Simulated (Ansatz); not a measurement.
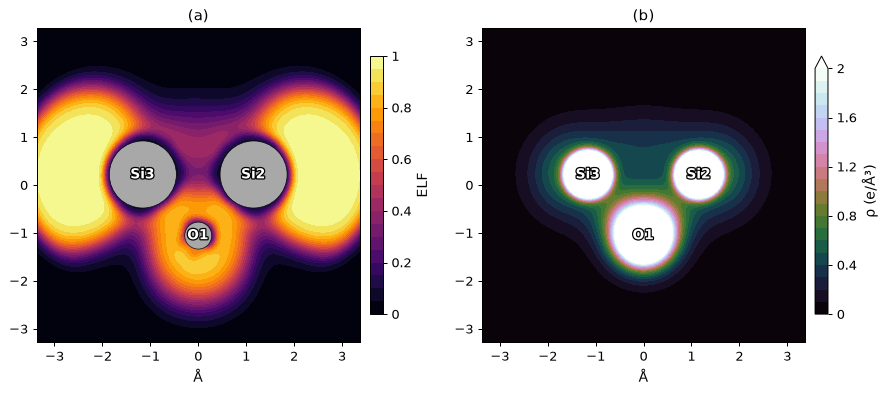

The picture shows: H2OSi2. (a) ELF; (b) total electron density on the plane of atoms O1, Si3 and Si2. Grey discs cover the atomic cores in the ELF map.

Geometry: PBE0-D3(BJ)/def2-SVP.

The calculation used isolated molecule in a Gaussian basis; Kohn-Sham density functional theory, functional PBE0 (Ansatz).

Input

```
basis:
  gaussian:
    orbitals: def2-TZVPD
crystal:
  periodic: [false, false, false]
  atoms:
    - symbol: O
      position_ang: [0.270293, -2.570507, 1.672471]
    - symbol: Si
      position_ang: [-0.823290, -1.241541, 1.689222]
    - symbol: Si
      position_ang: [1.276257, -1.512636, 0.760609]
    - symbol: H
      position_ang: [0.616039, -0.249923, 1.776453]
    - symbol: H
      position_ang: [-0.221022, -0.916219, 0.078766]
hamiltonian:
  xc: {name: PBE0}
output: {forces: true, orbitals: {seedname: orbitals}}
```

Launched as:

```sh
ansatz run input.yaml --threads 1 --pin off --max-ram 2610MiB --events-out events.jsonl --progress --plain --runs-dir runs
```

Q: What does the map show?

A:
- The section cuts through O and Si sites.
- Si–O (1.72 Å): ρ at the midpoint is about 1 e/Å³; the ELF peaks at about 0.85 between the atoms (a shared but strongly polarised pair).
- Si–Si (2.31 Å): ρ at the midpoint is about 0.45 e/Å³; the ELF is about 0.35 at the midpoint.
- The ELF also peaks beside O1, Si2 and Si3, away from the bonds: lone-pair regions.
